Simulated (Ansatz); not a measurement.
A series of calculations on C$_{3}$H$_{5}$ClO

**1. Relaxation**

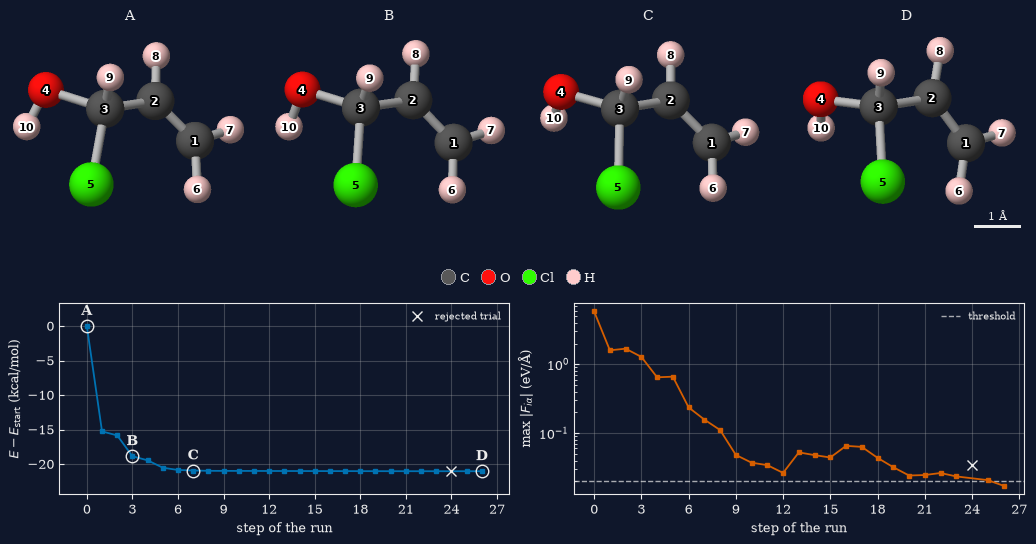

Frames of a relaxation of C3H5ClO, marked on the history of the run. The picture is a ball-and-stick view, seen at a tilt.

The run prepares an end point of a later path (hydrogen shift) calculation, from a guessed geometry.

Computed with UHF/STO-3G (Ansatz 0.2.0). Set-up: collinear spin; force threshold 0.02 eV/Å; at most 50 steps.

> What happens along the run?

The atom that moves furthest after the best rigid fit is H10 (0.66 Å). By element the largest moves are H 0.66 Å, Cl 0.49 Å, O 0.24 Å, C 0.15 Å. Near-neighbour distances that change, for instance: C3–O4 1.514 → 1.418 Å, O4–H10 0.910 → 0.991 Å, C3–Cl5 1.766 → 1.845 Å, C1–H6 1.144 → 1.081 Å. Among the angles between lasting bonds that change: O4–C3–Cl5 104.2° → 110.3°, C2–C3–O4 107.8° → 113.0°, C2–C3–Cl5 116.1° → 111.3°. Groups turn about C3–O4 by about 55°, C2–C3 by about 20°. Over 25 accepted moves (26 points after the start) the energy falls by 21.0 kcal/mol. Largest force component: 5.9 eV/Å at the start, 0.017 eV/Å at the end. The line search rejected the trial step at point 24 of the run. From step 0 to 3: H10 moves most (0.26 Å), energy −18.9 kcal/mol. From step 3 to 7: H10 moves most (0.29 Å), energy −2.07 kcal/mol. From step 7 to 26: H6 moves most (0.39 Å), energy −0.10 kcal/mol.

| step | E − E(0), kcal/mol | largest force component, eV/Å | note |
| --- | --- | --- | --- |
| 0 | 0.00 | 5.8524 |  |
| 1 | -15.27 | 1.5977 |  |
| 2 | -15.85 | 1.6870 |  |
| 3 | -18.86 | 1.2827 |  |
| 4 | -19.46 | 0.6479 |  |
| 5 | -20.53 | 0.6619 |  |
| 6 | -20.85 | 0.2371 |  |
| 7 | -20.93 | 0.1577 |  |
| 8 | -20.98 | 0.1112 |  |
| 9 | -20.99 | 0.0484 |  |
| 10 | -20.99 | 0.0373 |  |
| 11 | -20.99 | 0.0344 |  |
| 12 | -21.00 | 0.0265 |  |
| 13 | -21.01 | 0.0527 |  |
| 14 | -21.01 | 0.0480 |  |
| 15 | -21.01 | 0.0444 |  |
| 16 | -21.02 | 0.0655 |  |
| 17 | -21.02 | 0.0633 |  |
| 18 | -21.02 | 0.0439 |  |
| 19 | -21.03 | 0.0321 |  |
| 20 | -21.03 | 0.0243 |  |
| 21 | -21.03 | 0.0247 |  |
| 22 | -21.03 | 0.0264 |  |
| 23 | -21.03 | 0.0236 |  |
| 24 | -21.03 | 0.0342 | rejected |
| 25 | -21.04 | 0.0208 |  |
| 26 | -21.04 | 0.0173 |  |

Limits of the set-up: Hartree-Fock leaves out electron correlation; STO-3G is a minimal basis, so the numbers are rough.

**2. Relaxation**

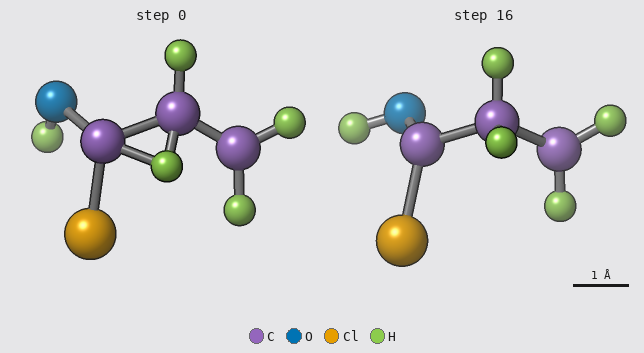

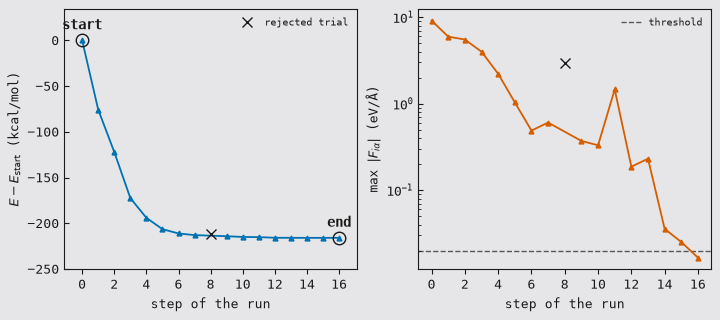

First and last geometry of a relaxation of C$_{3}$H$_{5}$ClO, with the history of the run. The picture is a ball-and-stick view, seen at a tilt.

The run prepares an end point of a later path (hydrogen shift) calculation, from a guessed geometry.

These are results of Ansatz 0.2.0, UHF/STO-3G, not measurements.

Input file:
```yaml
crystal:
  periodic: [false, false, false]
  atoms:
    - { symbol: C, position_ang: [-1.0683, -0.7604, -0.9714] }
    - { symbol: C, position_ang: [-0.4185, -0.5798, 0.151] }
    - { symbol: C, position_ang: [0.3291, 0.6036, 0.635] }
    - { symbol: O, position_ang: [1.7468, 0.1652, 0.9354] }
    - { symbol: Cl, position_ang: [0.5189, 1.9274, -0.5187] }
    - { symbol: H, position_ang: [-1.2038, 0.0919, -1.7219] }
    - { symbol: H, position_ang: [-1.6026, -1.6457, -1.1982] }
    - { symbol: H, position_ang: [-0.3515, -1.4129, 0.8222] }
    - { symbol: H, position_ang: [-0.75204, 0.43216, -0.07874] }
    - { symbol: H, position_ang: [2.2152, 0.554, 0.2588] }
magnetization:
  spin_polarized: true
basis:
  gaussian: { orbitals: STO-3G }
hamiltonian:
  xc: hf
relax:
  f_tol: 0.02
  max_steps: 50
```

Launched with:
```bash
ansatz run input.yaml --threads 1 --pin off --max-ram 2048MiB --backend cpu --events-out ev --progress --plain --runs-dir out
```

### Read the history and describe the run.

It converged. The atom that moves furthest after the best rigid fit is H9 (1.07 Å). Largest moves by element: H 1.07 Å, O 0.74 Å, C 0.40 Å, Cl 0.30 Å. Near-neighbour distances that change, for instance: Cl5–H9 2.011 → 2.959 Å, C3–H9 1.307 → 2.146 Å, C1–C2 1.309 → 1.520 Å, C3–O4 1.514 → 1.383 Å. Among the angles between lasting bonds that change: C3–C2–H9 58.8° → 108.1°, H8–C2–H9 150.8° → 107.6°, C1–C2–H9 78.2° → 111.1°. Groups turn about C3–O4 by about 70°. Over 15 accepted moves (16 points after the start) the energy falls by 216.0 kcal/mol. Largest force component: 9.2 eV/Å at the start, 0.017 eV/Å at the end. The line search rejected the trial step at point 8 of the run. Cost: 19 s on 1 thread of Arm Neoverse V1, with other jobs on the host, peak memory 0.11 GiB.

Limits of the set-up: Hartree-Fock leaves out electron correlation; STO-3G is a minimal basis, so the numbers are rough.

**3. Path**

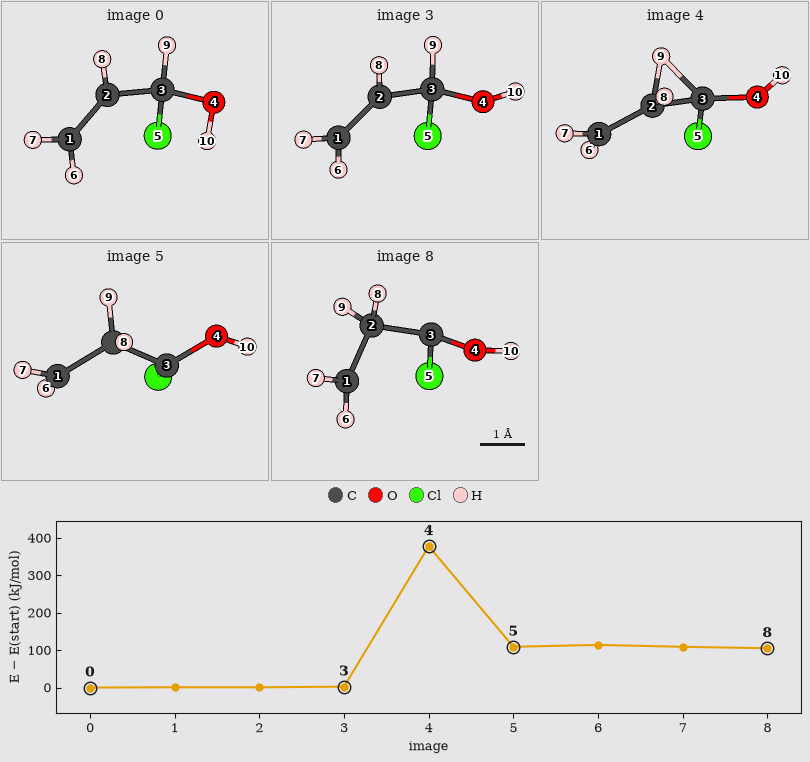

NEB run on C3H5ClO. Images are numbered from 0 (start) to 8 (end). The picture is a ball-and-stick view, seen from a free direction.

Level of theory: Ansatz 0.2.0, UHF/STO-3G. Run with 7 movable images; climbing image; force threshold 0.05 eV/Å; iteration limit 60; starting path through a guess of the saddle point.

### Read off the barrier and say what moves.

Forward barrier 377.8 kJ/mol, backward barrier 272.8 kJ/mol, with image 4 at the top; the reaction energy is +105.0 kJ/mol. The path has more than one stage, and so few images may leave a stage unresolved. Breaking: C3–H9 (1.10 → 1.39 at the top → 2.15 Å). Forming: C2–H9 (2.18 → 1.33 at the top → 1.09 Å). The band converged in 34 iterations. The largest component of the band force went from 13 to 0.035 eV/Å. The climbing image converged on the top of the path. Its vibrational analysis gives one imaginary mode (2787i cm⁻¹), as a transition state must have.

Limits of the set-up: Hartree-Fock leaves out electron correlation; STO-3G is a minimal basis, so the numbers are rough.
